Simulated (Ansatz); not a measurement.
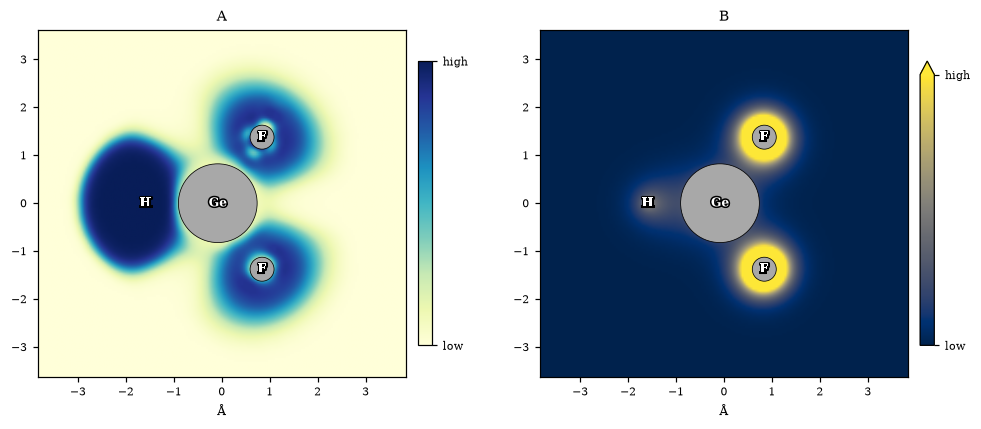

F₂GeH (charge +1): 2 fields on the molecular plane, with unlabelled colour scales. Grey discs cover the atomic cores.

Geometry: PBE0-D4/def2-TZVP.

Theory: Ansatz, RKS PBE0-D4/def2-TZVPP.

```xyz
4

F    -0.8553   -0.4911    1.2772
Ge   -0.0369    0.0296   -0.0678
F     1.6066   -0.1116    0.1022
H    -0.7143    0.5731   -1.3116
```

Question: The panels show electron density and electron localisation function in some order. Assign them.

Answer: Panel A: electron localisation function. Panel B: electron density. From the grid: Ge–F (1.66 Å): ρ is about 1.2 e/Å³ halfway; the ELF peaks at about 0.80 in the valence shell of F, 0.6 Å from its nucleus, and is about 0.25 at the midpoint. Ge–H (1.52 Å): ρ at the midpoint is about 1.2 e/Å³; the ELF climbs to about 1 towards the hydrogen.
